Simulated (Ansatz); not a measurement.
Input file:

```
crystal:
  periodic: [false, false, false]
  atoms:
    - {symbol: C, position_ang: [1.282920, -1.444992, -1.302534]}
    - {symbol: Ti, position_ang: [1.126350, 0.215568, -0.078318]}
    - {symbol: O, position_ang: [2.154801, 0.015426, 1.374998]}
    - {symbol: F, position_ang: [2.158335, 1.221407, -1.116862]}
    - {symbol: O, position_ang: [-0.286027, 1.612671, -0.257977]}
    - {symbol: C, position_ang: [-1.516595, 1.671822, 0.038850]}
    - {symbol: C, position_ang: [-2.253936, 0.660398, 0.626541]}
    - {symbol: C, position_ang: [-1.636872, -0.539764, 0.973884]}
    - {symbol: O, position_ang: [-0.428602, -0.811307, 0.768942]}
    - {symbol: H, position_ang: [2.278031, -1.457132, -1.751708]}
    - {symbol: H, position_ang: [0.532145, -1.321939, -2.092058]}
    - {symbol: H, position_ang: [1.090889, -2.367084, -0.754182]}
    - {symbol: H, position_ang: [3.023952, 0.403986, 1.496922]}
    - {symbol: H, position_ang: [-2.012964, 2.619787, -0.195660]}
    - {symbol: H, position_ang: [-3.301602, 0.812525, 0.841866]}
    - {symbol: H, position_ang: [-2.233624, -1.313973, 1.471496]}
basis:
  gaussian: {orbitals: def2-TZVPP}
hamiltonian: {xc: pbe0, dispersion: d4}
output: {orbitals: {seedname: orbitals}}
```

Run with:

```sh
ansatz run in.yaml --threads 4 --pin off --events-out ev --progress --plain --max-ram 66560MiB --backend cuda --devices 0, --max-vram 37GiB
```

Geometry: PBE0-D4/def2-TZVP.

Computed with RKS PBE0-D4/def2-TZVPP (Ansatz).

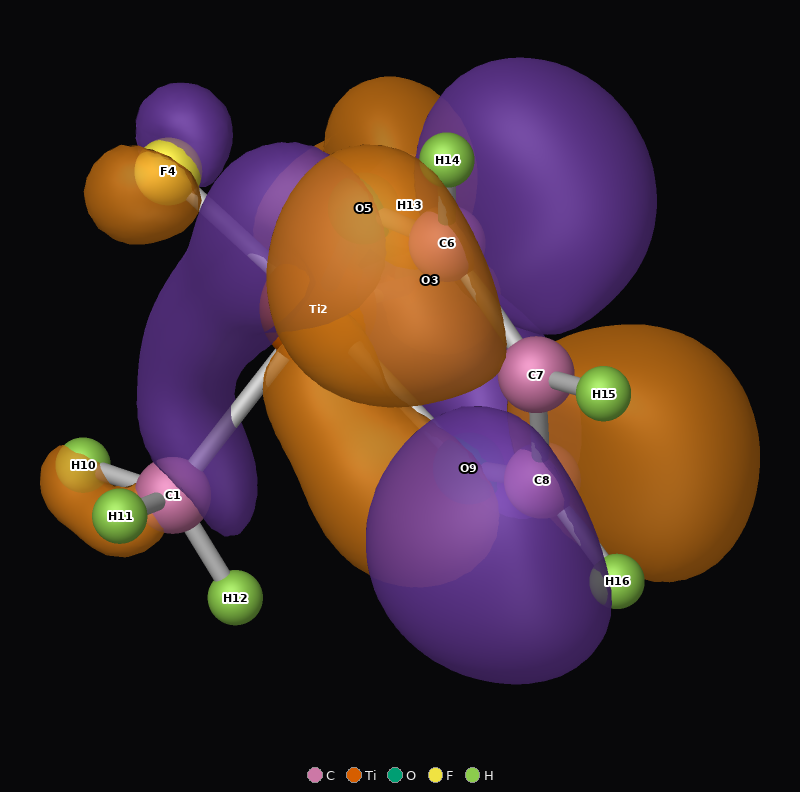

C4H7FO3Ti (SMILES [CH3][Ti-]1([OH])([F])[O]C=CC=[O+]1). One frontier orbital at ±0.06 Å⁻³ᐟ² (orange and purple are the two phases), seen at an oblique angle.

Which orbital is it: HOMO or LUMO?

The LUMO, at −2.33 eV. By Hirshfeld shares it lies mainly on C8 (about 25 %), C6 (about 20 %), Ti2 (about 15 %), O9 (about 10 %), O5 (about 10 %) and C7 (about 5 %).
